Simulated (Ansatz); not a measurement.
**Converging the k-point mesh: HfTeSe (P3m1, 3 atoms in the cell)**

```xyz
3
Lattice="3.8646 0.0000 0.0000 -1.9323 3.3468 0.0000 0.0000 0.0000 6.7357" Properties=species:S:1:pos:R:3 pbc="T T T"
Hf     0.0000     0.0000     6.6629
Te     1.9323     1.1156     1.6888
Se     0.0000     2.2312     5.1698
```

Computed with PBEsol, default PAW files made with PBE (plane waves; Ansatz, a quantum-chemistry and plane-wave program).

Base settings: basis.ecutwfc = 420 eV; kpoints.mp_grid.grid = 10 10 5; hamiltonian.xc = pbesol; hamiltonian.pseudopotentials = {kind: paw} (the program's default PAW files); scf.occupations.method = fermi_dirac; scf.occupations.width = 0.1 eV.

The second cell is the first with its lattice scaled by 0.98.

Only quantities that move along the ladder and can be compared are tabulated.

The count of work is k-points × plane waves × bands × iterations; it is no time. 

The starting cell comes from a database of computed structures (which also holds hypothetical and non-ambient phases and stackings), without a prior relaxation at this level. Its lattice was rescaled by up to half a per cent. One atom was moved a little off its site on purpose. Ansatz's pressure includes its estimate of the finite-basis (Pulay) stress.

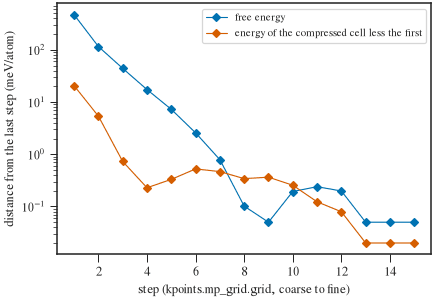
*Distance from the last step along the ladder; very small values are drawn at a floor.*

```tsv
kpoints.mp_grid.grid	free energy less the last step's (meV/atom)	energy of the compressed cell less the first (meV/atom)	pressure (GPa)	largest difference of a force vector from the last step's (eV/Å)	count of work / last
2 2 1	471.58	36.77	1.33	0.544	0.0015
3 3 2	115.90	21.56	-0.07	0.114	0.0035
4 4 2	44.24	16.92	-0.54	0.085	0.0035
5 5 3	17.38	15.96	-0.66	0.049	0.0053
6 6 3	7.27	15.86	-0.69	0.030	0.0075
7 7 4	2.57	15.66	-0.72	0.022	0.014
8 8 4	0.79	15.72	-0.72	0.014	0.018
9 9 4	0.10	15.85	-0.71	0.009	0.022
9 9 5	0.05	15.82	-0.71	0.010	0.026
10 10 5	-0.19	15.93	-0.70	0.006	0.034
12 12 6	-0.24	16.07	-0.69	0.003	0.066
13 13 7	-0.20	16.11	-0.69	0.002	0.083
19 19 10	-0.02	16.20	-0.68	0.000	0.24
21 21 11	0.00	16.20	-0.68	0.000	0.31
26 26 13	0.00	16.19	-0.68	0.000	0.55
32 32 16	0.00	16.19	-0.68	0.000	1.0
```

Coarsest kpoints.mp_grid.grid that holds the pressure within 0.05 GPa of the last step, with all finer ones: 5 5 3, at 0.0053 of the last step's count of work; the step before is off by 0.14 GPa.

Coarsest kpoints.mp_grid.grid that holds the forces within 0.005 eV/Å of the last step, with all finer ones: 12 12 6, at 0.066 of the last step's count of work; the step before is off by 0.006 eV/Å.

Coarsest kpoints.mp_grid.grid that holds the free energy within 2 meV/atom of the last step, with all finer ones: 8 8 4, at 0.018 of the last step's count of work; the step before is off by 2.6 meV/atom.

The energy difference between the two cells stays within 1 meV/atom of the last step's from 4 4 2 on, the total only from 8 8 4 on: much of the error is common to both cells and cancels.

Keys are those of Ansatz 0.2.
